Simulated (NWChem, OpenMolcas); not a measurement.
# How methods differ on SnNH4Cl (SMILES [NH2][SnH2][Cl])

SnNH4Cl: 7 atoms, total charge 0, spin state singlet. SMILES: `[NH2][SnH2][Cl]`. Geometry: relaxed at PBE0-D4/def2-TZVP. This is one conformer, not always the lowest.

```xyz
7

N    -0.9728   -0.0201   -0.8352
Sn    0.5623    0.0414    0.4491
Cl    0.8464   -2.1335    1.2510
H    -1.8035    0.4855   -0.5665
H    -0.7564    0.1652   -1.8030
H     0.1728    0.9768    1.8146
H     2.0124    0.4168   -0.3557
```

Quantity: the energy change with the N1–H4 bond stretched from 1.009 to 1.312 Å, in eV. The values are calculated.

```
                                        level                 kind     program  value (eV)
    HF/def2-SVP (core potential) (restricted)         Hartree–Fock      NWChem        1.35
 SVWN5/def2-SVP (core potential) (restricted)                  LDA      NWChem        1.02
   PBE/def2-SVP (core potential) (restricted)                  GGA  OpenMolcas        1.01
revPBE/def2-SVP (core potential) (restricted)                  GGA  OpenMolcas        1.01
  TPSS/def2-SVP (core potential) (restricted)             meta-GGA  OpenMolcas        1.02
 B3LYP/def2-SVP (core potential) (restricted)        global hybrid      NWChem        1.10
  PBE0/def2-SVP (core potential) (restricted)        global hybrid      NWChem        1.15
   MP2/def2-SVP (core potential) (restricted)  perturbation theory  OpenMolcas        1.16
```

The first shape isn't each level's own minimum. The values span 1.01 to 1.35 eV. In the correlated wave-function rows the outer d shell of Sn is correlated, in sets not made for it.

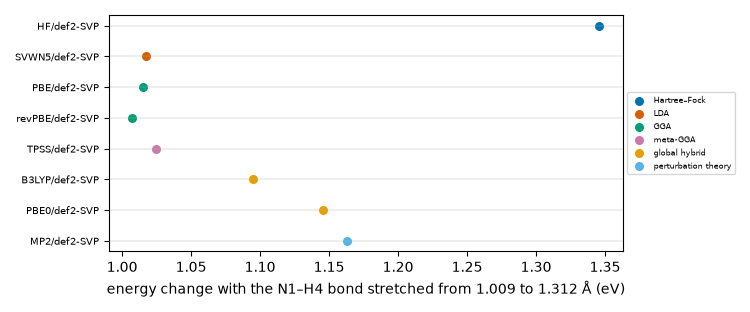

The values of the table, level by level.
